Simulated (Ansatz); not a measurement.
System: ScTlP$_{2}$.

```yaml
crystal:
  lattice:
    - [4.08985, 0.00023, -0.00015]
    - [-2.04473, 3.54257, 0.00041]
    - [-0.00043, 0.00125, 13.02946]
  atoms:
    - { symbol: Sc, position: [0.33322, 0.66678, 0.25000] }
    - { symbol: Sc, position: [0.66644, 0.33303, 0.74999] }
    - { symbol: Tl, position: [0.99982, 0.99985, 0.49997] }
    - { symbol: Tl, position: [0.99982, 0.99982, 0.99996] }
    - { symbol: P, position: [0.33309, 0.66637, 0.83759] }
    - { symbol: P, position: [0.66657, 0.33345, 0.16242] }
    - { symbol: P, position: [0.66654, 0.33333, 0.33760] }
    - { symbol: P, position: [0.33312, 0.66645, 0.66242] }
```

Space group P6₃/mmc; a structure from a database of computed crystals, not necessarily the ambient phase; started from the KCrO2-194 prototype, which need not be the ambient phase; changed on purpose from its base cell (shaken).

These are results of Ansatz 0.2.0, DFT, PBEsol, plane waves, PAW, not measurements.

Predict the valence pseudo-density and electron localisation function between the atoms.

P–P (2.28 Å): ρ is about 0.6 e/Å³ halfway; the ELF peaks at about 0.70 between the atoms.
Sc–P (2.62 Å): ρ is about 0.33 e/Å³ halfway; the ELF peaks at about 0.85 in the valence shell of P, 0.9 Å from its nucleus, and is about 0.45 at the midpoint.
Tl–P (3.17 Å): ρ at the midpoint is about 0.15 e/Å³; the ELF peaks at about 0.85 in the valence shell of P, 0.9 Å from its nucleus, and drops to about 0.20 between the two atoms.

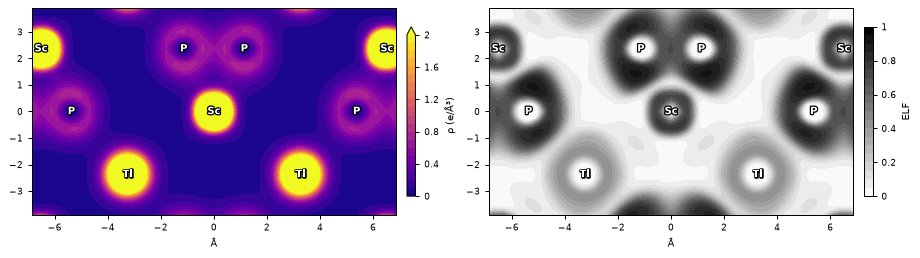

Computed valence pseudo-density and electron localisation function on the (110) plane of the conventional cell, in this order. 

Core electrons are frozen (PAW), and the valence fields are smoothed inside the atomic spheres.
